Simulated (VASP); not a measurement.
Band structure of CdF₂ (fluorite). Method: vdW-DF-cx, VASP's PBE PAW potentials (set 64) (plane waves; VASP 6.6.1).

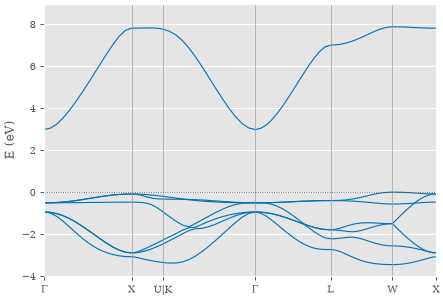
Fig. 1. Bands along high-symmetry lines, zero at the valence-band maximum or, without a gap, the Fermi level

Question: Read the plot: is there a gap, and where are the band edges?

Answer: The gap is indirect, 2.99 eV, from the valence maximum at W to the conduction minimum at Γ. (Edges off the drawn lines would not show.)

Measured: gap 7.80 eV (computed value off by -4.81 eV), as given by Giancarlo Cappellini et al., Physical Review B (2013), arXiv:1302.2571.

The compound is CdF2 in the fluorite structure. It was relaxed first.
